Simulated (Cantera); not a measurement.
Input: 1 mol C, 0.84 mol O₂, 19 mol N₂, 1.5 mol H₂O, at 7.50 Torr.

These are equilibrium values from Cantera (NASA tables, ideal gas, pure condensed phases), not measurements of a reactor. Candidate condensed phases: C, C₆H₆, C₇H₈, C₈H₁₈, H₂O; 169 gas species. Ions and electrons are included (thermal ionisation). Kinetics and transport are ignored.

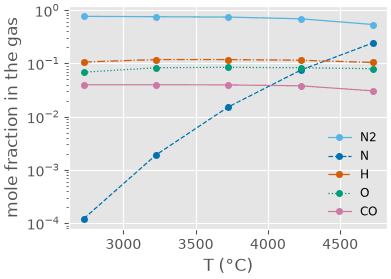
Figure. Equilibrium gas composition (values under 1e-9 drawn at 1e-9)

From 2727 °C to 4727 °C nothing is condensed. The main C-bearing gas is CO throughout.
